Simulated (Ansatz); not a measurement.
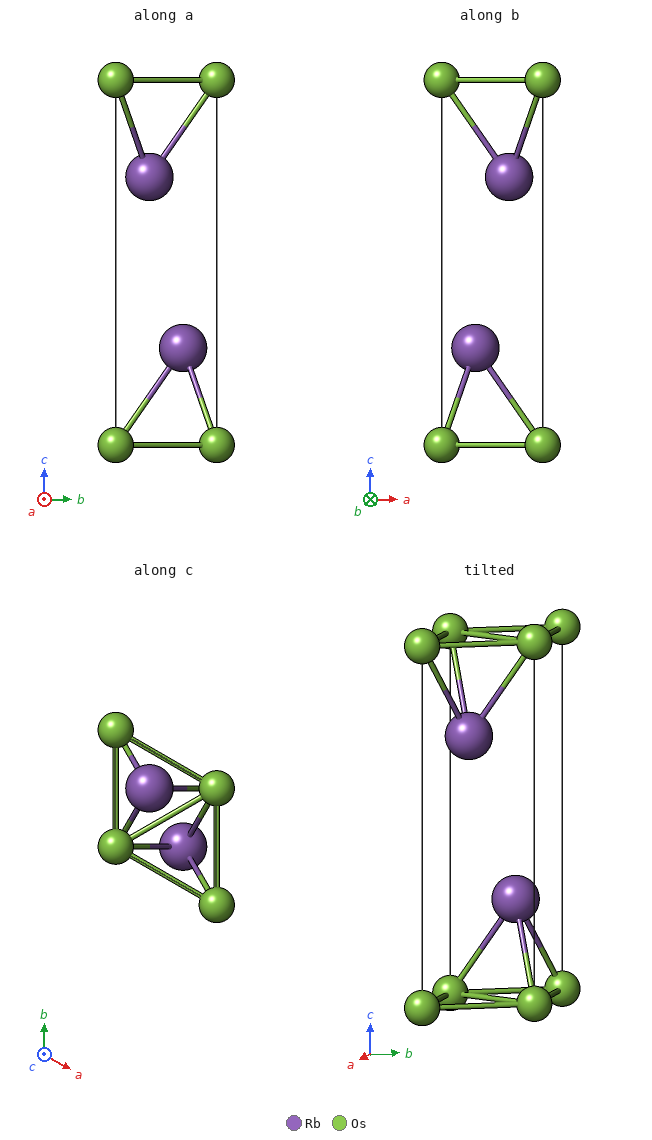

This ball-and-stick model is shown along the a axis, along the b axis, along the c axis and slightly off an axis. One conventional unit cell is outlined, and atoms on its boundary appear in each equivalent place.

Lattice parameters: a = 3.2464 Å, b = 3.2464 Å, c = 10.1602 Å, α = 90.000°, β = 90.000°, γ = 120.000°.

Q: From the views, write a CIF with its space group and independent sites, with free fractional coordinates to two decimals.

A:
```cif
data_structure
_symmetry_space_group_name_H-M 'P -3 m 1'
_symmetry_Int_Tables_number 164
_cell_length_a 3.2464
_cell_length_b 3.2464
_cell_length_c 10.1602
_cell_angle_alpha 90.000
_cell_angle_beta 90.000
_cell_angle_gamma 120.000
_cell_volume 92.73
loop_
_atom_site_label
_atom_site_type_symbol
_atom_site_symmetry_multiplicity
_atom_site_Wyckoff_symbol
_atom_site_fract_x
_atom_site_fract_y
_atom_site_fract_z
_atom_site_occupancy
Rb1 Rb 2 d 0.3333 0.6667 0.27 1
Os1 Os 1 a 0.00 0.00 0.00 1
```

Its origin is a structure type filled with these elements by a generator (whether the compound takes this form wasn't checked). Atoms and cell were optimised with Ansatz, DFT PBE, scalar-relativistic, plane waves, PAW.
